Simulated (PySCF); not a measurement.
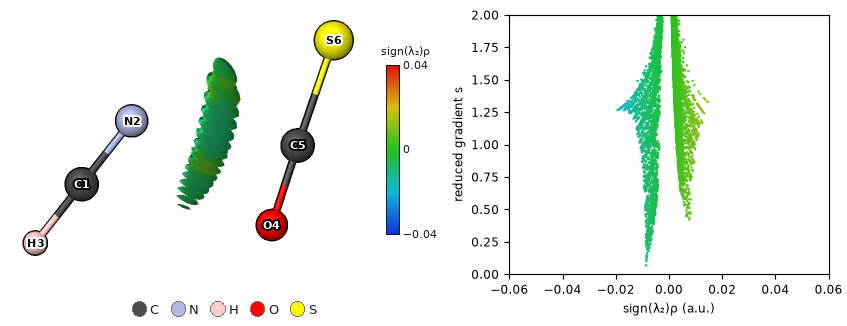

*C2HNOS, SMILES `C#N.O=C=S`. Non-covalent interaction surfaces between the fragments (reduced density gradient s = 0.5, coloured by sign(λ₂)ρ in a.u.; trimmed to the region between the fragments where ρ is under 0.06 a.u.). Fragment A: HCN (atoms 1–3); fragment B: CSO. The plot gives s against sign(λ₂)ρ for grid points between the fragments.*

Method: PBE/6-311+G**; geometry: GFN2-xTB; program: PySCF. GFN2-xTB bond lengths at metals and heavier atoms can be off by up to 0.1 Å and shapes distorted, which carries into these values.

Cartesian coordinates (Å):

```
C1       2.7861    0.2008   -0.0083
N2       1.8107    0.7860    0.0136
H3       3.6934   -0.3434   -0.0284
O4      -0.1523   -1.5813    0.0032
C5      -0.8004   -0.6248    0.0009
S6      -1.6915    0.6273   -0.0030
```

Interpret the surfaces between the fragments.

Bond critical points between the fragments: N2···C5, 2.97 Å, ρ = 0.009 a.u. It is weak and appears green (van der Waals range). The pose is a local one from a semi-empirical search, not shown to be the most stable.

How strongly are they bound?

The counterpoise-corrected interaction energy of the frozen fragments is +0.1 kcal/mol without dispersion correction and −0.9 kcal/mol with D3(BJ). The pair geometry is semi-empirical, not a minimum at this level.

Run time: 45 s on 1 thread of Arm Neoverse V1 (shared host), peak memory 0.46 GiB.
